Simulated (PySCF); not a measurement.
# A diatomic session: TiSe

Aim: find the lowest electronic state of TiSe, scan its bond at several levels of theory, and get bond length, wavenumber and dissociation energy from each curve.

Computed with PySCF 2.14.0. Level: Ti x2c-TZVPPall, Se x2c-TZVPPall, spin-free X2C with a Gaussian nucleus.

2 further runs of the same task are left out: 2 that didn't finish.

### Step 1. Input

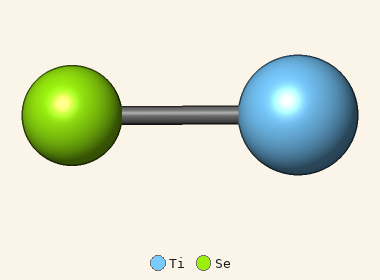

The two atoms at the starting distance (titanium blue, selenium green).

The job is set up so:

| Quantity | Value |
| --- | --- |
| atoms | Ti, Se |
| charge | 0 |
| basis | Ti x2c-TZVPPall, Se x2c-TZVPPall |
| Hamiltonian | spin-free X2C with a Gaussian nucleus |
| basis functions | 112 |
| electrons treated | 56 |
| masses in u | 47.9479, 79.9165 |
| levels | PBE0, PBE, r²SCAN, LDA, B97-3, PW91, ωB97M-V, HF, MP2, SCS-MP2 |
| grid | 80 radial by 434 angular points |
| occupations | held fixed by the projection of orbital angular momentum |
| dissociation limit | Ti + Se, each in its ground configuration |
| starting distance in angstrom | 2.380 |
| values of 2S to try | 0, 2, 4, 6 |

On the command line:

```sh
> OMP_NUM_THREADS=2 python dia.py task.json out
```

The runs that follow: PBE0 along the bond; Excited determinants; PBE (GGA); r²SCAN (meta-GGA); LDA (local density); B97-3; PW91 (GGA); ωB97M-V (range-separated hybrid); ROHF (mean field).

**Question.** What will these runs give? Wanted: for each run, Re; ωe; De; μ.

As calculated:

Lowest PBE0 solution found, without spin–orbit coupling: ³Δ (triplet), unpaired electrons σ ↑, δ ↑. State 2 has its PBE0 minimum 0.52 eV higher, as a spin-mixed determinant (⟨S²⟩ = 1.01), so this is no gap between pure states. The other levels ran on the lowest alone.

```
  level  Re (Å)  ωe (cm⁻¹)  De (eV)  μ (D)
   ROHF   2.302        363     1.38  -9.87
    LDA   2.178        432     5.99  -4.48
    PBE   2.213        412     5.13  -4.74
   PW91   2.211        413     5.19  -4.73
 r²SCAN   2.207        421     4.97  -5.43
   PBE0   2.201        427     4.29  -5.84
  B97-3   2.217        417     3.91  -5.82
ωB97M-V   2.198        433     3.65  -6.70
```

De is counted to Ti + Se in their ground configurations. A positive dipole means Ti(−)Se(+). No constants: ROHF-MP2 (the points don't follow one smooth fit); ROHF-SCS-MP2 (the points don't follow one smooth fit).

Bond lengths run from 2.178 Å (LDA) to 2.302 Å (ROHF). Among the levels with a De in the table, it runs from 1.38 eV (ROHF) to 5.99 eV (LDA).

Correlated steps freeze 14 core orbitals. With d or f electrons several states lie close, and the lowest PBE0 determinant need not be the measured ground state.
